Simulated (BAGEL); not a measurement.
**PF5 (pentafluorophosphorane), step by step**

We compute a single-point energy (HF/def2-SVP), then the energy (NEVPT2(2,2)/def2-SVP), then the energy (CASPT2(2,2)/def2-SVP) of PF5 (pentafluorophosphorane). 

The results are computed with BAGEL 1.2.2.

1 further run of the same task is left out (set aside as unsound or not needed).

### Step 1. The structure to begin with

The species is PF5 (6 atoms), meant as a singlet with charge 0. SMILES: `FP(F)(F)(F)F`. The P2–F6 distance was set to 4.421 Å, away from the relaxed value. At this shape a bond of the SMILES string is far longer than usual.

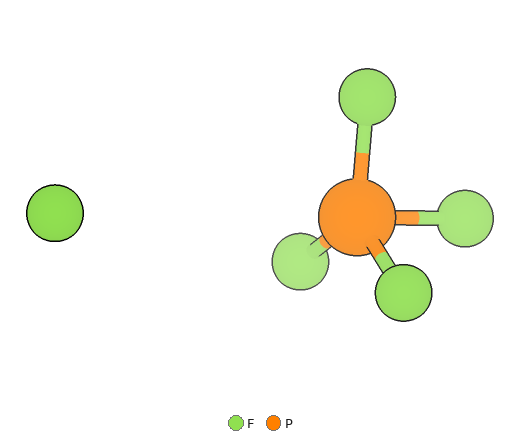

Viewed from a chosen angle; fluorine green, phosphorus orange.

### Step 2. A single-point energy at HF/def2-SVP (density fitting with svp-jkfit) (run 1)

File input.json:

```json
{ "bagel" : [

{
  "title" : "molecule",
  "basis" : "svp",
  "df_basis" : "svp-jkfit",
  "angstrom" : "false",
  "geometry" : [
    { "atom" : "F", "xyz" : [     0.46659984,    -5.65806489,    -2.25972694 ] },
    { "atom" : "P", "xyz" : [     0.52278139,    -3.41193642,    -4.11496556 ] },
    { "atom" : "F", "xyz" : [    -1.96011086,    -2.40800052,    -5.26282301 ] },
    { "atom" : "F", "xyz" : [     0.81323230,    -5.30744511,    -6.40104285 ] },
    { "atom" : "F", "xyz" : [     3.06183631,    -2.16972495,    -4.82236564 ] },
    { "atom" : "F", "xyz" : [    -0.29043201,     1.89550869,     2.28607728 ] }
  ]
},

{
  "title" : "hf"
},

{
  "title" : "print",
  "file" : "orbitals.molden",
  "orbitals" : "true"
}

]}
```

Command:

```console
$ BAGEL_NUM_THREADS=1 BAGEL input.json > input.out
```

Log:

```text
* using 1 threads per process

  ===============================================================
  ===============================================================

  *** Geometry ***

  { "atom" : "F", "xyz" : [      0.466600,     -5.658065,     -2.259727 ] },
  { "atom" : "P", "xyz" : [      0.522781,     -3.411936,     -4.114966 ] },
  { "atom" : "F", "xyz" : [     -1.960111,     -2.408001,     -5.262823 ] },
  { "atom" : "F", "xyz" : [      0.813232,     -5.307445,     -6.401043 ] },
  { "atom" : "F", "xyz" : [      3.061836,     -2.169725,     -4.822366 ] },
  { "atom" : "F", "xyz" : [     -0.290432,      1.895509,      2.286077 ] },

  Number of auxiliary basis functions:      513

  Since a DF basis is specified, we compute 2- and 3-index integrals:
    o Being stored without compression. Storage requirement is 0.032 GB

  Number of basis functions:       88
  Number of electrons      :       60

    * METHOD: MOLECULE                             0.21

  *** RHF ***

  === Nuclear Repulsion ===
   341.4158649331

      * DIIS with orbital gradients will be used.

  === RHF iteration (svp) ===
      0       -836.58996495          0.02956216           0.09
      1       -835.81302327          0.03319683           0.09
      2       -837.00136172          0.01206026           0.09
      3       -837.09570837          0.00648788           0.09
      4       -837.13042617          0.00187031           0.09
      5       -837.14300677          0.00092398           0.11
      6       -837.14991982          0.00139418           0.09
      7       -837.15266889          0.00208326           0.09
      8       -837.15270536          0.00160063           0.09
      9       -837.15413436          0.00148086           0.09
     10       -837.15457124          0.00136317           0.09
     11       -837.15637096          0.00029272           0.09
     12       -837.15644312          0.00008112           0.09
     13       -837.15644623          0.00003431           0.09
     14       -837.15644732          0.00000809           0.09
     15       -837.15644736          0.00000390           0.09
     16       -837.15644737          0.00000047           0.09
     17       -837.15644737          0.00000019           0.09
     18       -837.15644738          0.00000006           0.09
     19       -837.15644738          0.00000003           0.09
     20       -837.15644738          0.00000001           0.09
     21       -837.15644738          0.00000001           0.09
    * SCF iteration converged.

    * Permanent dipole moment:
           (   -0.418789,     2.733288,     3.296456) a.u.

    * METHOD: HF                                   2.16

    * METHOD: PRINT                                0.01

  ===============================================================
```

It took 2.6 s on 1 thread of Arm Neoverse V2, shared host; peak memory 0.14 GiB.

### Step 3. A single-point energy at NEVPT2(2,2)/def2-SVP (density fitting with svp-jkfit) (run 2)

File job.json:

```json
{ "bagel" : [

{
  "title" : "molecule",
  "basis" : "svp",
  "df_basis" : "svp-jkfit",
  "geometry" : [
    { "atom" : "F", "xyz" : [  0.46659984, -5.65806489, -2.25972694 ] },
    { "atom" : "P", "xyz" : [  0.52278139, -3.41193642, -4.11496556 ] },
    { "atom" : "F", "xyz" : [ -1.96011086, -2.40800052, -5.26282301 ] },
    { "atom" : "F", "xyz" : [  0.81323230, -5.30744511, -6.40104285 ] },
    { "atom" : "F", "xyz" : [  3.06183631, -2.16972495, -4.82236564 ] },
    { "atom" : "F", "xyz" : [ -0.29043201,  1.89550869,  2.28607728 ] }
  ]
},
{ "title" : "hf" },
{ "title" : "casscf", "nstate" : 1, "nact" : 2, "nclosed" : 29, "active" : [30, 31], "maxiter" : 200, "natocc" : true },
{ "title" : "nevpt2", "nstate" : 1, "nact" : 2, "nclosed" : 29, "active" : [30, 31], "maxiter" : 200, "natocc" : true, "ncore" : 10 },
{ "title" : "print", "file" : "orbitals.molden", "orbitals" : true }

]}
```

Command:

```console
$ BAGEL_NUM_THREADS=1 BAGEL job.json > job.out
```

Log:

```text
* using 1 threads per process

  ===============================================================
  ===============================================================

  *** Geometry ***

  { "atom" : "F", "xyz" : [      0.466600,     -5.658065,     -2.259727 ] },
  { "atom" : "P", "xyz" : [      0.522781,     -3.411936,     -4.114966 ] },
  { "atom" : "F", "xyz" : [     -1.960111,     -2.408001,     -5.262823 ] },
  { "atom" : "F", "xyz" : [      0.813232,     -5.307445,     -6.401043 ] },
  { "atom" : "F", "xyz" : [      3.061836,     -2.169725,     -4.822366 ] },
  { "atom" : "F", "xyz" : [     -0.290432,      1.895509,      2.286077 ] },

  Number of auxiliary basis functions:      513

  Since a DF basis is specified, we compute 2- and 3-index integrals:
    o Being stored without compression. Storage requirement is 0.032 GB

  Number of basis functions:       88
  Number of electrons      :       60

    * METHOD: MOLECULE                             0.21

  *** RHF ***

  === Nuclear Repulsion ===
   341.4158649331

      * DIIS with orbital gradients will be used.

  === RHF iteration (svp) ===
      0       -836.58996495          0.02956216           0.09
      1       -835.81302327          0.03319683           0.09
      2       -837.00136172          0.01206026           0.09
      3       -837.09570837          0.00648788           0.09
      4       -837.13042617          0.00187031           0.09
      5       -837.14300677          0.00092398           0.09
      6       -837.14991982          0.00139418           0.10
      7       -837.15266889          0.00208326           0.09
      8       -837.15270536          0.00160063           0.09
      9       -837.15413436          0.00148086           0.09
     10       -837.15457124          0.00136317           0.09
     11       -837.15637096          0.00029272           0.08
     12       -837.15644312          0.00008112           0.09
     13       -837.15644623          0.00003431           0.09
     14       -837.15644732          0.00000809           0.09
     15       -837.15644736          0.00000390           0.09
     16       -837.15644737          0.00000047           0.09
     17       -837.15644737          0.00000019           0.09
     18       -837.15644738          0.00000006           0.09
     19       -837.15644738          0.00000003           0.09
     20       -837.15644738          0.00000001           0.09
     21       -837.15644738          0.00000001           0.09
    * SCF iteration converged.

    * Permanent dipole moment:
           (   -0.418789,     2.733288,     3.296456) a.u.

    * METHOD: HF                                   2.11

  ---------------------------
      CASSCF calculation
  ---------------------------

    ==== Active orbitals : =====
         Orbital 30
         Orbital 31
    ============================

    * nstate   :      1
    * nclosed  :     29
    * nact     :      2
    * nvirt    :     57
  === CASSCF iteration (svp) ===

    * Using the second-order algorithm

      0  0      -837.30220452     2.39e-02      0.02

      1  0      -837.36233528     6.60e-04      0.50

      2  0      -837.36244740     4.78e-05      0.51

      3  0      -837.36244810     9.48e-06      0.47

      4  0      -837.36244813     1.88e-06      0.57

      5  0      -837.36244813     3.73e-07      0.44

      6  0      -837.36244813     7.41e-08      0.40

      7  0      -837.36244813     1.47e-08      0.39

      8  0      -837.36244813     2.92e-09      0.35

    * Second-order optimization converged. *

     guess   0:   closed 1.                   open ..

  === FCI iteration ===

      0  0      -837.07257360     1.65e-01      0.00
      1  0      -837.32401151     6.18e-02      0.00
      2  0 *    -837.36244813     1.00e-15      0.00

     * ci vector, state   0, <S^2> = 0.0000
       2.     0.7176685013
       .2    -0.6963848952

    * METHOD: CASSCF                               3.86

    * freezing 10 orbitals

  === DF-NEVPT2 calculation ===

    * 3-index integral transformation done
    * assembly done

      NEVPT2 correlation energy:   -0.9919564655      0.24

          (+0)     -0.8765831650
          (+0)'    -0.0127691683
          (+1)     -0.0380220911
          (+1)'    -0.0000000000
          (+2)     -0.0000035829
          (-1)     -0.0645740058
          (-1)'     0.0000000000
          (-2)     -0.0000044523

      NEVPT2 total energy:       -838.3544045927

    * METHOD: NEVPT2                               0.41

    * METHOD: PRINT                                0.01

  ===============================================================
```

It took 6.9 s on 1 thread of Arm Neoverse V2, shared host; peak memory 0.14 GiB.

### Step 4. The energy at CASPT2(2,2)/def2-SVP (density fitting with svp-jkfit) (run 3)

File input.json:

```json
{ "bagel": [

{
  "title": "molecule",
  "basis": "svp",
  "df_basis": "svp-jkfit",
  "geometry": [
    { "atom": "F", "xyz": [     0.46659984,    -5.65806489,    -2.25972694 ] },
    { "atom": "P", "xyz": [     0.52278139,    -3.41193642,    -4.11496556 ] },
    { "atom": "F", "xyz": [    -1.96011086,    -2.40800052,    -5.26282301 ] },
    { "atom": "F", "xyz": [     0.81323230,    -5.30744511,    -6.40104285 ] },
    { "atom": "F", "xyz": [     3.06183631,    -2.16972495,    -4.82236564 ] },
    { "atom": "F", "xyz": [    -0.29043201,     1.89550869,     2.28607728 ] }
  ]
},

{ "title": "hf" },

{ "title": "casscf", "nstate": 1, "nact": 2, "nclosed": 29, "active": [30, 31], "maxiter": 200, "natocc": true },

{ "title": "print", "file": "orbitals.molden", "orbitals": true },

{ "title": "smith", "method": "caspt2", "ms": true, "xms": true, "sssr": true, "shift": 0.2, "shift_imag": true, "ncore": 10 }

]}
```

Command:

```console
$ BAGEL_NUM_THREADS=1 BAGEL input.json > input.out
```

Log:

```text
* using 1 threads per process

  ===============================================================
  ===============================================================

  *** Geometry ***

  { "atom" : "F", "xyz" : [      0.466600,     -5.658065,     -2.259727 ] },
  { "atom" : "P", "xyz" : [      0.522781,     -3.411936,     -4.114966 ] },
  { "atom" : "F", "xyz" : [     -1.960111,     -2.408001,     -5.262823 ] },
  { "atom" : "F", "xyz" : [      0.813232,     -5.307445,     -6.401043 ] },
  { "atom" : "F", "xyz" : [      3.061836,     -2.169725,     -4.822366 ] },
  { "atom" : "F", "xyz" : [     -0.290432,      1.895509,      2.286077 ] },

  Number of auxiliary basis functions:      513

  Since a DF basis is specified, we compute 2- and 3-index integrals:
    o Being stored without compression. Storage requirement is 0.032 GB

  Number of basis functions:       88
  Number of electrons      :       60

    * METHOD: MOLECULE                             0.21

  *** RHF ***

  === Nuclear Repulsion ===
   341.4158649331

      * DIIS with orbital gradients will be used.

  === RHF iteration (svp) ===
      0       -836.58996495          0.02956216           0.09
      1       -835.81302327          0.03319683           0.09
      2       -837.00136172          0.01206026           0.08
      3       -837.09570837          0.00648788           0.09
      4       -837.13042617          0.00187031           0.09
      5       -837.14300677          0.00092398           0.09
      6       -837.14991982          0.00139418           0.11
      7       -837.15266889          0.00208326           0.10
      8       -837.15270536          0.00160063           0.09
      9       -837.15413436          0.00148086           0.10
     10       -837.15457124          0.00136317           0.10
     11       -837.15637096          0.00029272           0.09
     12       -837.15644312          0.00008112           0.10
     13       -837.15644623          0.00003431           0.09
     14       -837.15644732          0.00000809           0.09
     15       -837.15644736          0.00000390           0.09
     16       -837.15644737          0.00000047           0.09
     17       -837.15644737          0.00000019           0.09
     18       -837.15644738          0.00000006           0.08
     19       -837.15644738          0.00000003           0.09
     20       -837.15644738          0.00000001           0.08
     21       -837.15644738          0.00000001           0.08
    * SCF iteration converged.

    * Permanent dipole moment:
           (   -0.418789,     2.733288,     3.296456) a.u.

    * METHOD: HF                                   2.14

  ---------------------------
      CASSCF calculation
  ---------------------------

    ==== Active orbitals : =====
         Orbital 30
         Orbital 31
    ============================

    * nstate   :      1
    * nclosed  :     29
    * nact     :      2
    * nvirt    :     57
  === CASSCF iteration (svp) ===

    * Using the second-order algorithm

      0  0      -837.30220452     2.39e-02      0.02

      1  0      -837.36233528     6.60e-04      0.49

      2  0      -837.36244740     4.78e-05      0.46

      3  0      -837.36244810     9.48e-06      0.44

      4  0      -837.36244813     1.88e-06      0.56

      5  0      -837.36244813     3.73e-07      0.41

      6  0      -837.36244813     7.41e-08      0.39

      7  0      -837.36244813     1.47e-08      0.37

      8  0      -837.36244813     2.92e-09      0.33

    * Second-order optimization converged. *

     guess   0:   closed 1.                   open ..

  === FCI iteration ===

      0  0      -837.07257360     1.65e-01      0.00
      1  0      -837.32401151     6.18e-02      0.00
      2  0 *    -837.36244813     1.00e-15      0.00

     * ci vector, state   0, <S^2> = 0.0000
       2.     0.7176685013
       .2    -0.6963848952

    * METHOD: CASSCF                               3.67

    * METHOD: PRINT                                0.01

  === SMITH program ===

    * freezing 10 orbitals

    * Approximate memory requirement for SMITH calulation per MPI process:
      o Storage requirement for T-amplitude, lambda, and residual is 0.04 GB
      o Storage requirement for MO integrals is 0.01 GB
    * Calculating and saving rdm4f

    * Zeroth order energy : state  0       -0.5174393989

    * CASPT2 iteration is performed using orthogonal basis

      -------------------------------------------  CASPT2 iteration  ---------------------------------------------------
       #      aibj      arbs      arbi      airj      risj      airs      arst      rist         Etot      error   time
      ------------------------------------------------------------------------------------------------------------------

       0  -0.87505  -0.00001  -0.07018  -0.04164  -0.00001  -0.01264   0.00000   0.00000   -0.9995197  0.0004356   0.14
       1  -0.87506  -0.00001  -0.07022  -0.04165  -0.00001  -0.01268  -0.00000   0.00000   -0.9996245  0.0000322   0.12
       2  -0.87506  -0.00001  -0.07022  -0.04165  -0.00001  -0.01268  -0.00000  -0.00000   -0.9996251  0.0000027   0.12
       3  -0.87506  -0.00001  -0.07022  -0.04165  -0.00001  -0.01268  -0.00000  -0.00000   -0.9996251  0.0000003   0.13

      ------------------------------------------------------------------------------------------------------------------

    * CASPT2 energy : state  0     -838.3643383888
        w/o shift correction       -838.3620732657
        reference weight              0.8212091237

    * METHOD: SMITH                                0.84

  ===============================================================
```

Wall time 7.2 s (1 thread of Arm Neoverse V2, shared host); peak memory 0.29 GiB.

### Step 5. Outcome

| quantity | value |
| --- | --- |
| run 1, HF/def2-SVP: total energy | -837.15645 Eh |
| run 1, HF/def2-SVP: dipole moment | 10.94 D |
| run 1, HF/def2-SVP: HOMO energy | -8.39 eV |
| run 1, HF/def2-SVP: LUMO energy | -4.31 eV |
| run 1, HF/def2-SVP: HOMO–LUMO gap | 4.08 eV |
| run 2, NEVPT2(2,2)/def2-SVP: total energy | -838.35440 Eh |
| run 3, CASPT2(2,2)/def2-SVP: total energy | -838.36434 Eh |

What this shows: One bond (run 1, HF/def2-SVP) is far stretched, which a spin-restricted single reference describes badly; a broken-symmetry solution may lie lower.
